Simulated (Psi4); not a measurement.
# AlCl (aluminium monochloride) at 4 levels

Aim: a comparison of 4 runs (HF/STO-3G, HF/3-21G, B3LYP/6-31G*) of AlCl (aluminium monochloride). 

Program for the calculation: Psi4 1.11.

4 further runs of the same task are left out: 4 that didn't finish.

**1. Starting point**

AlCl: 2 atoms, total charge 0, spin state singlet. As SMILES, `[Al][Cl]`. The Al1–Cl2 distance was set to 3.195 Å, away from the relaxed value.

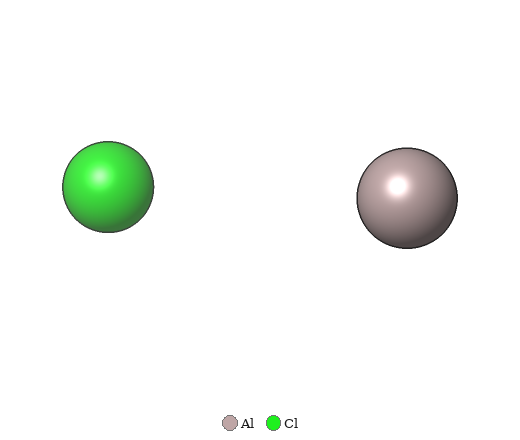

The structure, seen from a chosen angle (aluminium light grey, chlorine green).

**2. The energy at HF/STO-3G (run 1)**

alcl.json

```json
{
  "schema_name": "qcschema_input",
  "schema_version": 1,
  "molecule": {
    "schema_name": "qcschema_molecule",
    "schema_version": 2,
    "symbols": ["Al", "Cl"],
    "geometry": [0.0, 0.0, -2.01272273, 0.0, 0.0, 4.02533018],
    "molecular_charge": 0,
    "molecular_multiplicity": 1,
    "fix_symmetry": "c1",
    "fix_com": true,
    "fix_orientation": true
  },
  "driver": "energy",
  "model": {
    "method": "scf",
    "basis": "STO-3G"
  },
  "keywords": {
    "puream": true,
    "e_convergence": 1e-09,
    "d_convergence": 1e-08,
    "scf_type": "pk",
    "scf_properties": ["DIPOLE", "QUADRUPOLE", "MULLIKEN_CHARGES"]
  }
}
```

Started as:

```
$ psi4 --qcschema alcl.json -n 1 --memory 1600MB
```

stdout:

```text
[...]
  Running in c1 symmetry.
[...]
  Nuclear repulsion =   36.601202953022813
[...]
  Multiplicity = 1
[...]
  Nalpha       = 15
  Nbeta        = 15
[...]
    Number of basis functions: 18
[...]
   @RHF iter   1:  -693.53276692444888   -1.24647e+00   4.87989e-03 DIIS/ADIIS
[...]
   @RHF iter   8:  -693.55273057438387   -5.68434e-13   2.81971e-09 DIIS
[...]
  @RHF Final Energy:  -693.55273057438387
   => Energetics <=
    Nuclear Repulsion Energy =             36.6012029530228133
    One-Electron Energy =               -1042.2164469710673984
    Two-Electron Energy =                 312.0625134436606345
    Total Energy =                       -693.5527305743839861
[...]
 Multipole Moments:
 ------------------------------------------------------------------------------------
     Multipole            Electronic (a.u.)      Nuclear  (a.u.)        Total (a.u.)
 ------------------------------------------------------------------------------------
 L = 1.  Multiply by 2.5417464519 to convert [e a0] to [Debye]
 Dipole X            :         -0.0000000            0.0000000           -0.0000000
 Dipole Y            :          0.0000000            0.0000000            0.0000000
 Dipole Z            :        -47.1511592           42.2652176           -4.8859416
 Magnitude           :                                                    4.8859416
 L = 2.  Multiply by 1.3450342976 to convert [e a0^2] to [Debye ang]
 Quadrupole XX       :        -14.0785531            0.0000000          -14.0785531
 Quadrupole XY       :         -0.0000000            0.0000000           -0.0000000
[...]
```

The result, in JSON:

```text
{
 "driver": "energy",
 "model": {
  "method": "scf",
  "basis": "STO-3G"
 },
 "success": true,
 "return_result": -693.5527305743839,
 "properties": {
  "calcinfo_nbasis": 18,
  "calcinfo_nmo": 18,
  "calcinfo_nalpha": 15,
  "calcinfo_nbeta": 15,
  "calcinfo_natom": 2,
  "nuclear_repulsion_energy": 36.60120295302281,
  "return_energy": -693.5527305743839,
  "scf_one_electron_energy": -1042.2164469710674,
  "scf_two_electron_energy": 312.06251344366063,
  "scf_dipole_moment": [-1.3918127774796286e-15, 2.401274232244499e-15, -4.885941632513173],
  "scf_total_energy": -693.5527305743839,
  "scf_iterations": 8
 }
}
```

Run time: 5.1 s. Hardware: 1 thread of Intel Xeon at 2.50GHz (Skylake/Cascade Lake), shared host; peak memory 0.18 GiB.

**3. Energy and gradient at HF/3-21G (run 2)**

input.json

```json
{
 "schema_name": "qcschema_input",
 "schema_version": 1,
 "molecule": {
  "schema_name": "qcschema_molecule",
  "schema_version": 2,
  "symbols": ["Al", "Cl"],
  "geometry": [0.0, 0.0, -2.01272273, 0.0, 0.0, 4.02533018],
  "molecular_charge": 0,
  "molecular_multiplicity": 1,
  "fix_symmetry": "c1",
  "fix_com": true,
  "fix_orientation": true
 },
 "driver": "gradient",
 "model": {
  "method": "hf",
  "basis": "3-21G"
 },
 "keywords": {
  "puream": true,
  "e_convergence": 1e-09,
  "d_convergence": 1e-08,
  "scf_type": "pk"
 }
}
```

Started as:

```
$ psi4 --qcschema input.json -n 1 --memory 1600MB
```

stdout:

```text
[...]
  Running in c1 symmetry.
[...]
  Nuclear repulsion =   36.601202953022813
[...]
  Multiplicity = 1
[...]
  Nalpha       = 15
  Nbeta        = 15
[...]
    Number of basis functions: 26
[...]
   @RHF iter   1:  -697.84697044535199   -7.94896e-01   9.80564e-03 ADIIS/DIIS
[...]
   @RHF iter  10:  -697.90265083428847   -6.82121e-13   1.87711e-09 DIIS
[...]
  @RHF Final Energy:  -697.90265083428847
   => Energetics <=
    Nuclear Repulsion Energy =             36.6012029530228133
    One-Electron Energy =               -1042.5513428107833533
    Two-Electron Energy =                 308.0474890234720533
    Total Energy =                       -697.9026508342884654
[...]
 Multipole Moments:
 ------------------------------------------------------------------------------------
     Multipole            Electronic (a.u.)      Nuclear  (a.u.)        Total (a.u.)
 ------------------------------------------------------------------------------------
 L = 1.  Multiply by 2.5417464519 to convert [e a0] to [Debye]
 Dipole X            :         -0.0000000            0.0000000           -0.0000000
 Dipole Y            :         -0.0000000            0.0000000           -0.0000000
 Dipole Z            :        -46.1561985           42.2652176           -3.8909809
 Magnitude           :                                                    3.8909809
[...]
  -Total Gradient:
     Atom            X                  Y                   Z
    ------   -----------------  -----------------  -----------------
       1       -0.000000000000     0.000000000000    -0.037357155264
       2        0.000000000000    -0.000000000000     0.037357155251
[...]
```

The result, in JSON:

```text
{
 "driver": "gradient",
 "model": {
  "method": "hf",
  "basis": "3-21G"
 },
 "success": true,
 "return_result": [-3.8532996107602136e-17, 1.062874184730243e-17, -0.03735715526439645, 3.853299610742055e-17, -1.0628741847304475e-17, 0.03735715525100803],
 "properties": {
  "calcinfo_nbasis": 26,
  "calcinfo_nmo": 26,
  "calcinfo_nalpha": 15,
  "calcinfo_nbeta": 15,
  "calcinfo_natom": 2,
  "nuclear_repulsion_energy": 36.60120295302281,
  "return_energy": -697.9026508342885,
  "return_gradient": [-3.8532996107602136e-17, 1.062874184730243e-17, -0.03735715526439645, 3.853299610742055e-17, -1.0628741847304475e-17, 0.03735715525100803],
  "scf_one_electron_energy": -1042.5513428107834,
  "scf_two_electron_energy": 308.04748902347205,
  "scf_dipole_moment": [-2.413214441066139e-16, -6.910766136831034e-16, -3.8909809206375243],
  "scf_total_energy": -697.9026508342885,
  "scf_total_gradient": [-3.8532996107602136e-17, 1.062874184730243e-17, -0.03735715526439645, 3.853299610742055e-17, -1.0628741847304475e-17, 0.03735715525100803],
  "scf_iterations": 10
 }
}
```

Wall time 6 s (1 thread of Intel Xeon at 2.50GHz (Skylake/Cascade Lake), shared host); peak memory 0.18 GiB.

**4. A single-point energy at B3LYP/6-31G(d) (spherical functions) (run 3)**

alcl.xyz

```xyz
2
AlCl
Al     0.000000     0.000000    -1.065087
Cl     0.000000     0.000000     2.130113
```

job.py

```python
import psi4

psi4.set_memory('1600 MB')
psi4.set_num_threads(1)
psi4.set_output_file('output.dat', False)

with open('alcl.xyz') as f:
    atoms = ''.join(f.readlines()[2:])
mol = psi4.geometry('0 1\n' + atoms + 'symmetry c1\nno_reorient\nno_com')

options = {'basis': '6-31G*', 'puream': True, 'e_convergence': 1e-09, 'd_convergence': 1e-08, 'scf_type': 'pk', 'dft_radial_points': 99, 'dft_spherical_points': 590}
psi4.set_options(options)

e_tot, wfn = psi4.energy("b3lyp", molecule=mol, return_wfn=True)
psi4.oeprop(wfn, "WIBERG_LOWDIN_INDICES", "MULLIKEN_CHARGES", "DIPOLE", title="B3LYP")
print('E =', round(e_tot, 9))
for k, v in sorted(psi4.core.scalar_variables().items()):
    print(f'{k:45s} {v:18.10f}')
```

Started as:

```
$ python job.py
```

output.dat:

```text
[...]
  Running in c1 symmetry.
[...]
  Nuclear repulsion =   36.601202916271284
[...]
  Multiplicity = 1
[...]
  Nalpha       = 15
  Nbeta        = 15
[...]
    Number of basis functions: 36
[...]
   @RKS iter   1:  -702.50987847113208   -4.40132e-01   9.27538e-03 ADIIS/DIIS
[...]
   @RKS iter  12:  -702.61221164762628   -7.95808e-13   2.47496e-10 DIIS
[...]
  @RKS Final Energy:  -702.61221164762628
   => Energetics <=
    Nuclear Repulsion Energy =             36.6012029162712835
    One-Electron Energy =               -1046.1770123570058786
    Two-Electron Energy =                 344.6835459469522220
    DFT Exchange-Correlation Energy =     -37.7199481538437880
    Empirical Dispersion Energy =           0.0000000000000000
    VV10 Nonlocal Energy =                  0.0000000000000000
    Total Energy =                       -702.6122116476261681
[...]
 Multipole Moments:
 ------------------------------------------------------------------------------------
     Multipole            Electronic (a.u.)      Nuclear  (a.u.)        Total (a.u.)
 ------------------------------------------------------------------------------------
 L = 1.  Multiply by 2.5417464519 to convert [e a0] to [Debye]
 Dipole X            :         -0.0000000            0.0000000           -0.0000000
 Dipole Y            :          0.0000000            0.0000000            0.0000000
 Dipole Z            :        -45.4342302           42.2652177           -3.1690125
 Magnitude           :                                                    3.1690125
[...]
```

Standard output:

```text
E = -702.612211648
CURRENT ENERGY                                   -702.6122116476
CURRENT REFERENCE ENERGY                         -702.6122116476
DD SOLVATION ENERGY                                 0.0000000000
DFT FUNCTIONAL TOTAL ENERGY                      -702.6122116476
DFT TOTAL ENERGY                                 -702.6122116476
DFT VV10 ENERGY                                     0.0000000000
DFT XC ENERGY                                     -37.7199481538
GRID ELECTRONS ALPHA                               15.0000000314
GRID ELECTRONS BETA                                15.0000000314
GRID ELECTRONS TOTAL                               30.0000000627
NUCLEAR REPULSION ENERGY                           36.6012029163
ONE-ELECTRON ENERGY                             -1046.1770123570
PCM POLARIZATION ENERGY                             0.0000000000
PE ENERGY                                           0.0000000000
SCF ITERATION ENERGY                             -702.6122116476
SCF ITERATIONS                                     12.0000000000
SCF TOTAL ENERGY                                 -702.6122116476
TWO-ELECTRON ENERGY                               344.6835459470
XC GRID RADIAL POINTS                              99.0000000000
XC GRID SPHERICAL POINTS                          590.0000000000
XC GRID TOTAL POINTS                           109752.0000000000
```

It took 9.3 s on 1 thread of Intel Xeon at 2.50GHz (Skylake/Cascade Lake), shared host; peak memory 0.3 GiB.

**5. A single-point energy at B3LYP/6-31G(d) (Cartesian functions) (run 4)**

alcl.xyz is that of step 4.

calc.py

```python
import psi4

psi4.set_memory('1600 MB')
psi4.set_num_threads(1)
psi4.core.set_output_file('run.log', False)

with open('alcl.xyz') as f:
    atoms = ''.join(f.readlines()[2:])
mol = psi4.geometry('0 1\n' + atoms + 'symmetry c1')

psi4.set_options({
    'basis': '6-31G*',
    'puream': False,
    'e_convergence': 1e-09,
    'd_convergence': 1e-08,
    'scf_type': 'pk',
    'dft_radial_points': 99,
    'dft_spherical_points': 590,
})

e, wfn = psi4.energy("B3LYP", return_wfn=True)
psi4.oeprop(wfn, "LOWDIN_CHARGES", "WIBERG_LOWDIN_INDICES", "MAYER_INDICES")
print(f'total energy {e:.8f} hartree = {e * 27.211386:.5f} eV')
```

Started as:

```
$ python calc.py
```

run.log:

```text
[...]
  Running in c1 symmetry.
[...]
  Nuclear repulsion =   36.601202916271291
[...]
  Multiplicity = 1
[...]
  Nalpha       = 15
  Nbeta        = 15
[...]
    Number of basis functions: 38
[...]
   @RKS iter   1:  -702.51362431969528   -4.40548e-01   9.19160e-03 ADIIS/DIIS
[...]
   @RKS iter  12:  -702.61758732302110   -9.09495e-13   3.07910e-10 DIIS
[...]
  @RKS Final Energy:  -702.61758732302110
   => Energetics <=
    Nuclear Repulsion Energy =             36.6012029162712906
    One-Electron Energy =               -1046.1418520856136638
    Two-Electron Energy =                 344.6253990146171304
    DFT Exchange-Correlation Energy =     -37.7023371682958626
    Empirical Dispersion Energy =           0.0000000000000000
    VV10 Nonlocal Energy =                  0.0000000000000000
    Total Energy =                       -702.6175873230212119
[...]
 Multipole Moments:
 ------------------------------------------------------------------------------------
     Multipole            Electronic (a.u.)      Nuclear  (a.u.)        Total (a.u.)
 ------------------------------------------------------------------------------------
 L = 1.  Multiply by 2.5417464519 to convert [e a0] to [Debye]
 Dipole X            :         -0.0000000            0.0000000           -0.0000000
 Dipole Y            :          0.0000000            0.0000000            0.0000000
 Dipole Z            :         -3.5765485            0.3987400           -3.1778085
 Magnitude           :                                                    3.1778085
[...]
```

The script printed:

```text
total energy -702.61758732 hartree = -19119.19838 eV
```

It took 9.3 s on 1 thread of Intel Xeon at 2.50GHz (Skylake/Cascade Lake), shared host; peak memory 0.3 GiB.

**6. All runs side by side**

| run | level | task | integration grid | energy (Eh) | dipole moment (D) | HOMO energy (eV) | LUMO energy (eV) | wall time |
| --- | --- | --- | --- | --- | --- | --- | --- | --- |
| 1 | HF/STO-3G | energy | – | -693.552731 | 12.42 | -4.20 | 5.83 | 5.1 s |
| 2 | HF/3-21G | gradient | – | -697.902651 | 9.89 | -9.11 | -0.64 | 6 s |
| 3 | B3LYP/6-31G* (spherical functions) | energy | 99 radial × 590 angular | -702.612212 | 8.05 | -6.28 | -3.23 | 9.3 s |
| 4 | B3LYP/6-31G* (Cartesian functions) | energy | 99 radial × 590 angular | -702.617587 | 8.08 | -6.28 | -3.22 | 9.3 s |

**7. What came out**

| quantity | value |
| --- | --- |
| run 4: total energy | -702.61759 Eh |
| run 4: dipole moment | 8.08 D |
| run 4: HOMO energy | -6.28 eV |
| run 4: LUMO energy | -3.22 eV |
| run 4: HOMO–LUMO gap | 3.06 eV |

**Reading.** The dipole moment (its size) runs from 8.05 D (B3LYP/6-31G*) to 12.42 D (HF/STO-3G). The two ends differ in method and basis. The HOMO–LUMO gap runs from 3.05 eV (B3LYP/6-31G*) to 10.03 eV (HF/STO-3G). In run 1 the basis is minimal, so the values are rough. All runs together took 30 s, the longest 9.3 s.
